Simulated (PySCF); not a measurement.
# C4H10GeO: electronic excitations

What electronic excitations should C4H10GeO (`CO[C]1([GeH3])CC1`) show?

Computed with PySCF 2.14.0, with density-fitted response routines of our own, on a single molecule in the gas phase. Atoms count from 0, in the outputs and in this text.

## (1) The starting structure

16 atoms, charge 0, multiplicity 1; geometry from: GFN2-xTB.

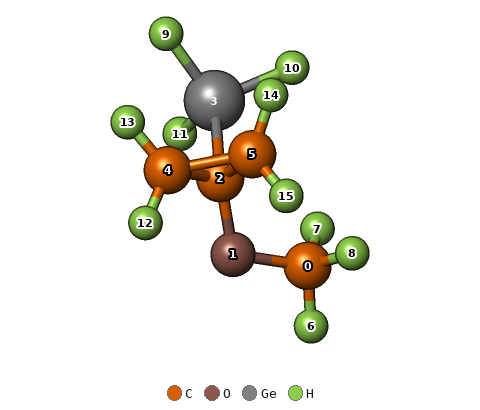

The starting geometry (carbon orange, oxygen brown, germanium grey, hydrogen green), atoms numbered.

## (2) TDDFT and polarisability: CAM-B3LYP/def2-SVPD

The job: settings as JSON, then the geometry in Å.

```
{"job": {"kind": "uv", "xc": "CAM-B3LYP", "basis": "def2-SVPD", "nstates": 8, "ntriplets": 3}, "charge": 0, "multiplicity": 1}
C      1.989685     0.617447     0.226093
O      1.129448     0.194046    -0.799958
C     -0.144439    -0.154951    -0.332934
Ge    -1.246896     1.345968     0.325520
C     -0.808558    -1.267253    -1.086374
C     -0.312246    -1.510119     0.302362
H      2.938215     0.868382    -0.244862
H      1.588903     1.506346     0.734213
H      2.144786    -0.171464     0.971041
H     -2.694840     1.001443     0.181322
H     -1.026986     1.631169     1.783740
H     -0.970765     2.602696    -0.433221
H     -0.250748    -1.703557    -1.900528
H     -1.874496    -1.211146    -1.256809
H     -1.035291    -1.613079     1.100467
H      0.566629    -2.126984     0.418520
```

With the program's defaults for keys left out, this is: TDDFT CAM-B3LYP/def2-SVPD, vertical, gas phase, core orbitals frozen in the response.

The run is started by

```
$ OMP_NUM_THREADS=1 python probes_run.py task.json out
```

One launch serves the whole session: the jobs run in the order shown.

Log:

```text
coarse grid: 58040 points
cycle   1  E = -2310.1140121811  dE =  2.474e-01  |g| = 6.485e-01  |ddm| = 5.718e+00
cycle   2  E = -2310.0895403504  dE =  2.447e-02  |g| = 7.764e-01  |ddm| = 1.914e+00
cycle   3  E = -2310.1849256185  dE = -9.539e-02  |g| = 7.804e-02  |ddm| = 1.061e+00
cycle   4  E = -2310.1858289483  dE = -9.033e-04  |g| = 3.795e-02  |ddm| = 1.412e-01
cycle   5  E = -2310.1860587362  dE = -2.298e-04  |g| = 4.124e-03  |ddm| = 5.218e-02
cycle   6  E = -2310.1860624127  dE = -3.677e-06  |g| = 6.980e-04  |ddm| = 1.396e-02
final grid: 122800 points
cycle   7  E = -2310.1859896846  dE = -1.435e-07  |g| = 6.081e-04  |ddm| = 7.744e-03
cycle   8  E = -2310.1859896799  dE =  4.697e-09  |g| = 6.362e-04  |ddm| = 2.423e-03
cycle   9  E = -2310.1859897793  dE = -9.941e-08  |g| = 5.355e-05  |ddm| = 1.064e-03
cycle  10  E = -2310.1859897800  dE = -6.848e-10  |g| = 1.243e-05  |ddm| = 1.345e-04
converged SCF energy = -2310.1859897800

Static polarisability (au): isotropic 80.777, principal 72.023 83.354 86.956

Singlet excitations
state   eV       nm        f      main configurations
  1   6.8989    179.7   0.00066   H->L 0.62, H->L+1 0.30
  2   7.3168    169.5   0.13235   H->L+2 0.31, H->L 0.23, H->L+1 0.18
  3   7.4520    166.4   0.04922   H->L+1 0.36, H->L+3 0.30, H->L+2 0.15
  4   7.5436    164.4   0.00311   H->L+2 0.42, H->L+3 0.30, H->L+5 0.16
  5   7.7746    159.5   0.00722   H-1->L 0.38, H-1->L+1 0.34, H-1->L+2 0.08
  6   7.8660    157.6   0.06737   H->L+5 0.47, H-1->L 0.12, H->L+4 0.10
  7   7.9215    156.5   0.00846   H->L+4 0.58, H->L+5 0.13
  8   8.0367    154.3   0.06324   H-1->L 0.38, H-1->L+2 0.18, H-1->L+1 0.18

Triplet excitations (Tamm-Dancoff, eV): 6.6774 6.9373 7.1664
```

It took 2.5 min on 1 thread of Intel Xeon at 2.50GHz, shared host; peak memory 0.98 GiB.

The orbitals next to the gap, with their largest atomic shares:

```tsv
orbital	eV	atoms
HOMO−3	-10.87	Ge3 31 %, H9 22 %, O1 14 %
HOMO−2	-10.48	O1 18 %, C5 16 %, C4 13 %
HOMO−1	-9.37	C2 25 %, C4 20 %, O1 20 %
HOMO	-8.49	O1 39 %, C2 15 %, C5 14 %
LUMO	1.09	Ge3 46 %, H9 9 %, H10 8 %
LUMO+1	1.55	Ge3 32 %, H10 10 %, C0 9 %
LUMO+2	1.81	Ge3 18 %, C0 10 %, H13 10 %
```

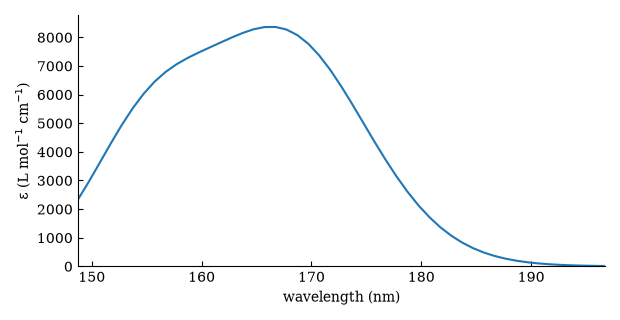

Absorption spectrum: each of the 8 states is a Gaussian band of 0.4 eV half-width at 1/e. Beyond the last state computed it falls off for lack of states.

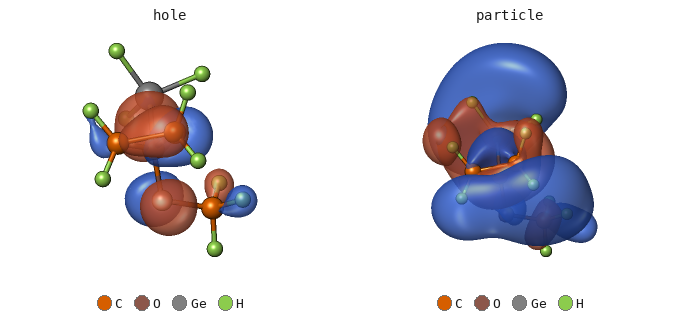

Leading natural transition orbitals of singlet state 2: the electron leaves the hole (left) for the particle orbital (right).

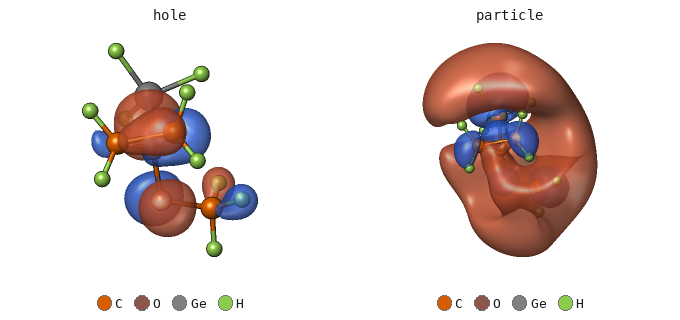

Leading natural transition orbitals of singlet state 1: the electron leaves the hole (left) for the particle orbital (right).

Ground-state properties from the same run:

```tsv
property	computed
dipole moment (D)	1.09
polarisability (Å³)	11.97
HOMO–LUMO gap (eV)	9.57
−ε(HOMO) (eV)	8.49
```

Orbitals, density, ELF and potential are computed afterwards from the orbital file.

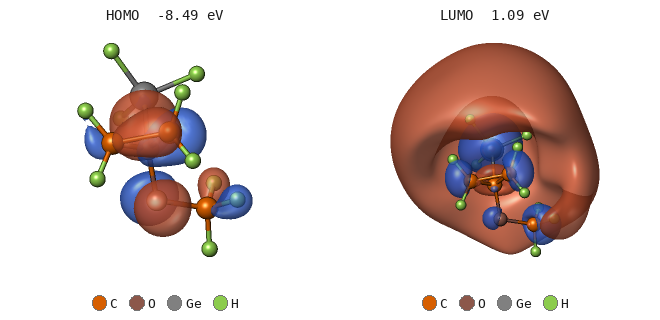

CAM-B3LYP/def2-SVPD orbitals near the gap, drawn at the value that encloses 70 % of each; the two colours are the two signs. The LUMO is diffuse and is cut off by the edge of the grid.

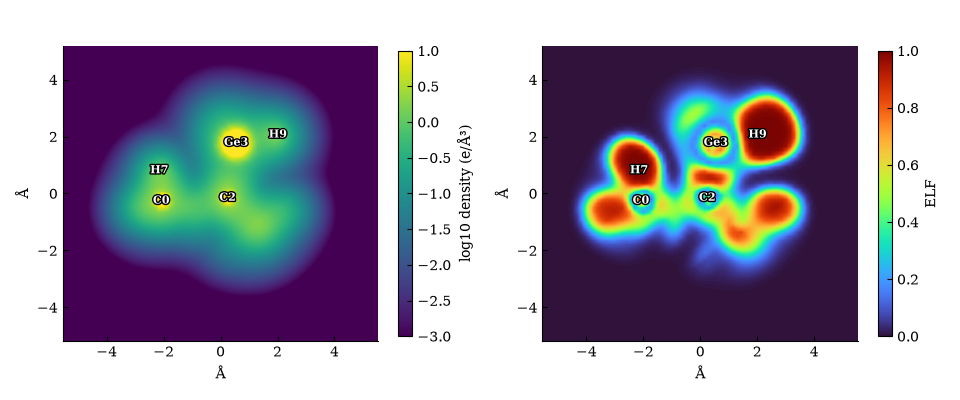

Density (left) and ELF (right) in a plane through or near 5 of the atoms.

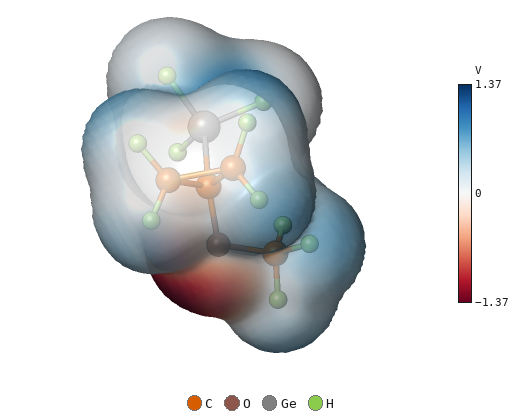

The potential that a unit positive charge feels on the 0.002 e/bohr³ surface, from -1.37 V near O1 to 0.83 V near H14.

## (3) What came out

| quantity | value |
| --- | --- |
| lowest singlet (CAM-B3LYP/def2-SVPD) | 6.90 eV (180 nm), f = 0.001 |
| brightest single state of those computed | state 2, 7.32 eV, f = 0.132 |
| lowest triplet | 6.68 eV |
| surface potential, least and greatest | -1.37 V and 0.83 V |

**Reading.** The first singlet state (HOMO→LUMO 0.62, HOMO→LUMO+1 0.30) lies at 6.90 eV and is dark; of the 8 states computed, the strongest absorption comes from state 2 at 7.32 eV (the last state computed is bright too, and its partners may lie past the list). The lowest triplet lies 0.22 eV below the lowest singlet (triplets in Tamm-Dancoff, singlets in full TDDFT).
